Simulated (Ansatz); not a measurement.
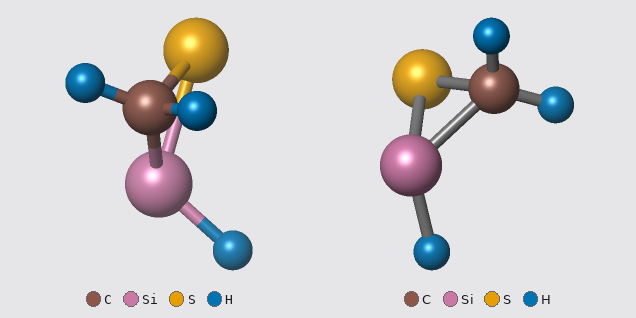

Two views of one molecule.

State: neutral, doublet. The computed structure is the end point of a PBE0-D4/def2-TZVP optimisation. No frequency run is at hand to confirm it as a minimum.

> Which formula does it have?

CH₃SSi, 6 atoms: 1 carbon, 3 hydrogen, 1 sulfur and 1 silicon.

> How many sets of symmetry-equivalent atoms are there?

6: 1 C, 1 Si, 1 S, 1 H, 1 H, 1 H.

> Count the bonded pairs by element.

2 C–H, 1 C–Si, 1 S–Si, 1 C–S, 1 Si–H. Sticks follow a distance rule.

> Give the symmetry (Schoenflies symbol).

C1.

More results for the same structure follow; atom numbers are the same in all pictures, views and colours differ.

## Geometry

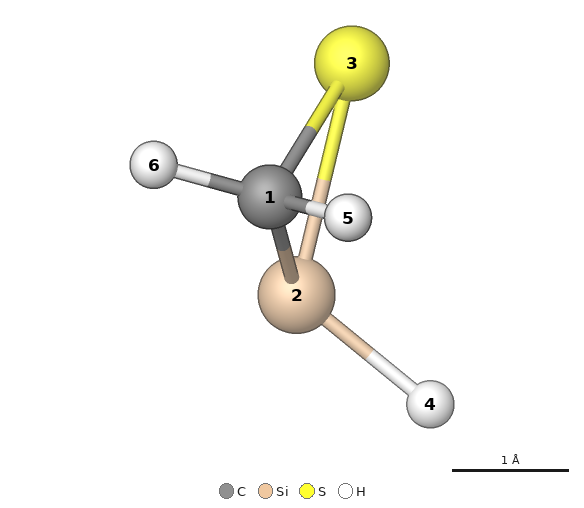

Numbered structure. No frequency run is at hand to confirm it as a minimum.

> Describe the coordination of atom 2.

Si2 has 3 neighbours (C1 at 1.85, S3 at 2.08, H4 at 1.50 Å); the arrangement is trigonal pyramidal.

## Charges

The questions are on Mulliken charges. No frequency run is at hand to confirm it as a minimum. Properties computed with UKS PBE0-D4/def2-TZVP (Ansatz 0.2.0).

List the Mulliken charges.

```csv
atom,value (e)
C1,−0.30
Si2,0.15
S3,−0.17
H4,0.02
H5,0.15
H6,0.15
```

## Electronic properties

No frequency run is at hand to confirm it as a minimum. Method: UKS PBE0-D4/def2-TZVPP (Ansatz 0.2.0).

What does the calculation give?

- HOMO energy (Kohn–Sham orbital): −6.42 eV
- ⟨S²⟩ of the determinant: 0.755

## Dipole moment

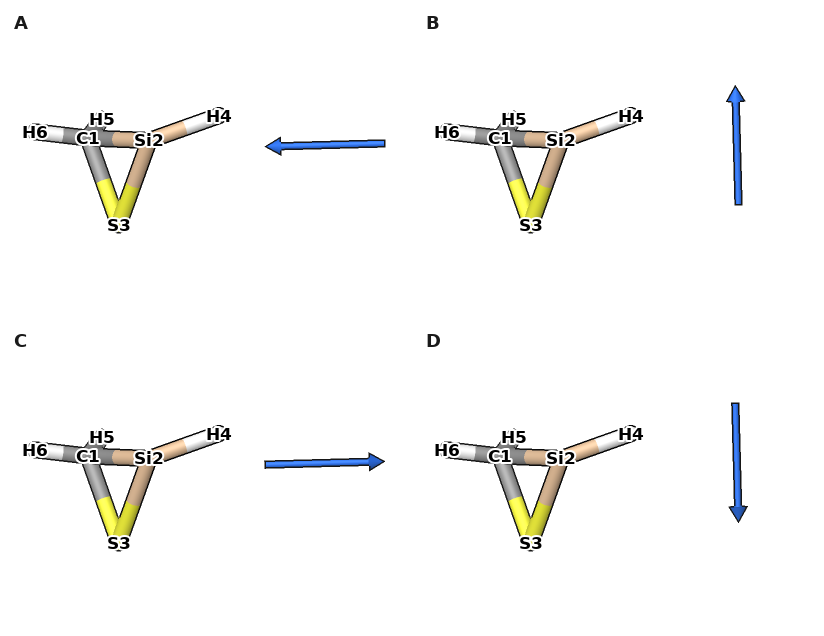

The same molecule four times, each with an arrow. No frequency run is at hand to confirm it as a minimum. Method: UKS PBE0-D4/def2-TZVP (Ansatz 0.2.0).

> Which arrow points along the dipole moment, from the negative to the positive end?

B. The dipole moment is 1.52 D; it points from the side of S3 to the side of H4 (the outermost atoms at the two ends).

Mulliken values depend strongly on the basis set and can even reverse the polarity of a bond.
